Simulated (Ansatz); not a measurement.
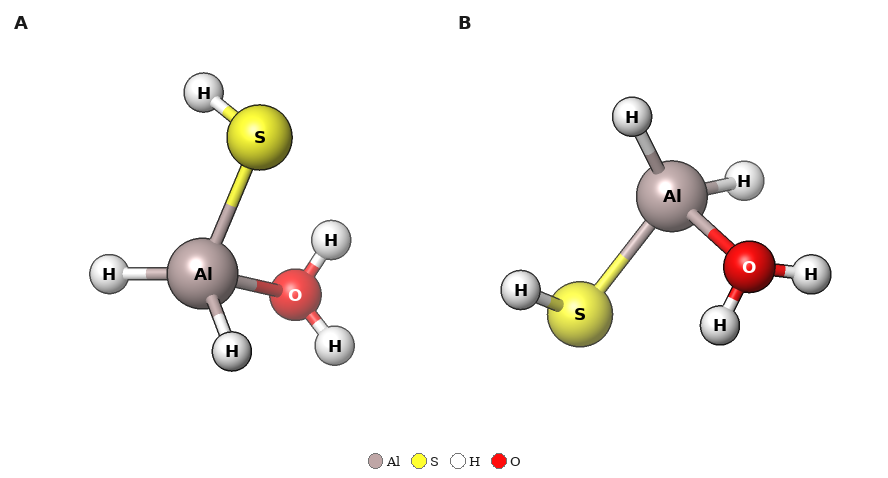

Depth is shown by fading: the farther an atom, the more it takes the colour of the background. Computed geometry: PBE0-D4/def2-TZVP optimisation.

Question: Can A be turned into B by a rotation alone?

Answer: Yes. They are the same structure, AlH5OS, seen from two directions: a rotation takes one into the other. The geometry is chiral (C1), so its mirror image would differ.
